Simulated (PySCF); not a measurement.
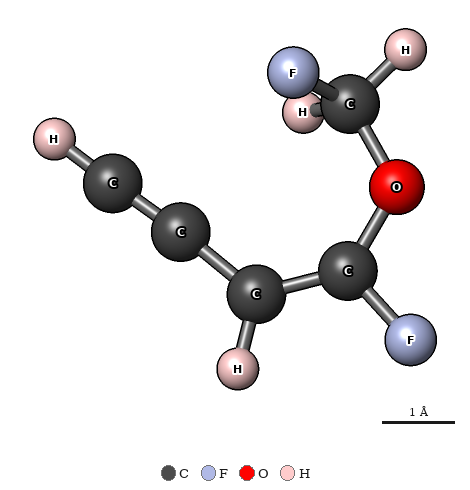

The input geometry (ball-and-stick view, seen at a tilt). Bond lengths as drawn: C–C 1.20 to 1.41 Å, C–F 1.34 to 1.37 Å, C–H 1.05 to 1.10 Å and C–O 1.36 to 1.38 Å.

NMR shielding calculation of C₅H₄F₂O

System: C₅H₄F₂O.
Method: GIAO PBE/6-31G* NMR shielding, non-relativistic, gas phase (PySCF 2.14.0).

The geometry comes from this level: GFN2-xTB. It belongs to a series of runs on one base structure; here: PBE/6-31G*; damp 0.2. Figures and captions count atoms from 1; the log counts them from 0 in places.

### Input
```
{"job": {"kind": "nmr", "xc": "PBE", "basis": "6-31G*", "pop": false, "scf": {"damp": 0.2}}, "charge": 0, "multiplicity": 1}
C     -1.722768    -1.405106    -0.843098
C     -1.388103    -0.370520    -0.332935
C     -1.083577     0.865848     0.265652
C      0.120662     1.316974     0.610366
F      0.227042     2.529985     1.169581
O      1.368699     0.787254     0.541131
C      1.552798    -0.479081     0.037742
F      1.392115    -0.496329    -1.319092
H     -1.985933    -2.311721    -1.299147
H     -1.921043     1.523810     0.450971
H      2.595091    -0.748931     0.243559
H      0.846216    -1.212870     0.449244
```

The first line tells a small driver script what to run in PySCF; the rest is the geometry in Å.

Run on 1 CPU thread, shared host.

Command:
```bash
OMP_NUM_THREADS=1 python <driver script> task.json out
```

### What the program printed
```
damping 0.20 in the first 6 cycles
final grid: 111944 points
cycle   1  E = -467.0315066097  dE =  1.268e+00  |g| = 9.386e-01  |ddm| = 3.992e+00
cycle   2  E = -466.8994360648  dE =  1.321e-01  |g| = 1.203e+00  |ddm| = 1.802e+00
cycle   3  E = -466.5489430150  dE =  3.505e-01  |g| = 1.617e+00  |ddm| = 2.338e+00
cycle   4  E = -464.9914162524  dE =  1.558e+00  |g| = 2.834e+00  |ddm| = 4.125e+00
cycle   5  E = -454.1429260939  dE =  1.085e+01  |g| = 5.619e+00  |ddm| = 1.166e+01
cycle   6  E = -395.6116542798  dE =  5.853e+01  |g| = 1.203e+01  |ddm| = 2.298e+01
cycle   7  E = -266.8632816862  dE =  1.287e+02  |g| = 1.422e+01  |ddm| = 5.168e+01
cycle   8  E = -430.0402267716  dE = -1.632e+02  |g| = 8.343e+00  |ddm| = 4.885e+01
cycle   9  E = -376.9710075193  dE =  5.307e+01  |g| = 1.249e+01  |ddm| = 5.338e+01
cycle  10  E = -465.8416959702  dE = -8.887e+01  |g| = 2.552e+00  |ddm| = 5.263e+01
cycle  11  E = -464.0478580309  dE =  1.794e+00  |g| = 3.732e+00  |ddm| = 5.406e+00
cycle  12  E = -467.0247790043  dE = -2.977e+00  |g| = 9.277e-01  |ddm| = 4.461e+00
cycle  13  E = -467.0369170024  dE = -1.214e-02  |g| = 8.181e-01  |ddm| = 1.300e+00
cycle  14  E = -467.1886069731  dE = -1.517e-01  |g| = 2.818e-01  |ddm| = 9.091e-01
cycle  15  E = -467.2027400186  dE = -1.413e-02  |g| = 1.231e-01  |ddm| = 3.003e-01
cycle  16  E = -467.2072274879  dE = -4.487e-03  |g| = 3.284e-02  |ddm| = 1.705e-01
cycle  17  E = -467.2073507491  dE = -1.233e-04  |g| = 2.453e-02  |ddm| = 4.660e-02
cycle  18  E = -467.2074916452  dE = -1.409e-04  |g| = 2.926e-03  |ddm| = 2.649e-02
cycle  19  E = -467.2074944107  dE = -2.766e-06  |g| = 6.947e-04  |ddm| = 4.396e-03
cycle  20  E = -467.2074945153  dE = -1.047e-07  |g| = 3.207e-04  |ddm| = 8.791e-04
cycle  21  E = -467.2074945309  dE = -1.558e-08  |g| = 1.695e-04  |ddm| = 4.131e-04
cycle  22  E = -467.2074945346  dE = -3.627e-09  |g| = 8.677e-05  |ddm| = 2.269e-04
cycle  23  E = -467.2074945359  dE = -1.397e-09  |g| = 2.068e-05  |ddm| = 8.523e-05
cycle  24  E = -467.2074945359  dE =  4.741e-11  |g| = 2.536e-05  |ddm| = 3.697e-05
converged SCF energy = -467.2074945359

GIAO shielding tensors (ppm)
atom      isotropic    diamagn.    paramagn.     s11        s22        s33       span
  0 C      116.926     284.624    -167.698     56.448     77.854    216.475    160.028
  1 C      123.005     239.672    -116.666     36.673     46.730    285.612    248.939
  2 C      132.095     265.928    -133.833     85.718    143.314    167.252     81.534
  3 C       32.956     247.915    -214.959    -44.890     70.342     73.417    118.307
  4 F      243.995     469.175    -225.180    179.860    258.407    293.716    113.856
  5 O      163.325     395.653    -232.327     93.418    168.012    228.546    135.128
  6 C       94.632     244.431    -149.799     68.218     95.555    120.125     51.907
  7 F      330.254     473.471    -143.217    248.027    311.568    431.168    183.140
  8 H       30.203      34.226      -4.023     26.344     27.079     37.185     10.841
  9 H       27.943      27.262       0.681     23.294     29.799     30.737      7.443
 10 H       26.404      27.960      -1.556     22.073     26.300     30.839      8.766
 11 H       25.212      30.943      -5.731     23.403     25.075     27.160      3.757
```

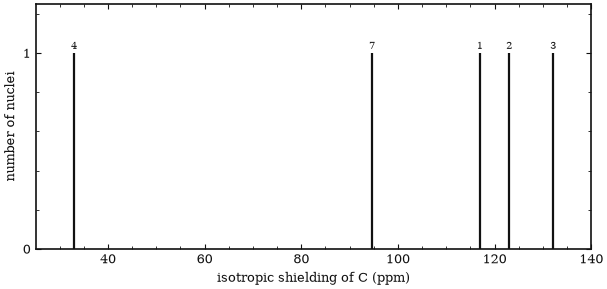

Isotropic shieldings of the carbon nuclei in this fixed geometry, labelled by atom number; shielding grows to the right, so chemical shift grows to the left. The least shielded is C4 (33.0 ppm), the most shielded C3 (132.1 ppm).

### Results in brief

| quantity | value |
| --- | --- |
| outcome | converged |
| total energy | −467.207495 hartree |
| HOMO | −5.31 eV |
| LUMO | −1.05 eV |
| dipole moment | 1.49 D |
| isotropic shielding, C | 33.0 to 132.1 ppm |
| isotropic shielding, F | 244.0 to 330.3 ppm |
| isotropic shielding, O | 163.3 ppm |
| isotropic shielding, H | 25.2 to 30.2 ppm |
| wall time | 24 s |
| peak memory | 0.58 GiB |

### Remarks

Settings chosen away from the usual ones: PBE/6-31G*; damp 0.2.
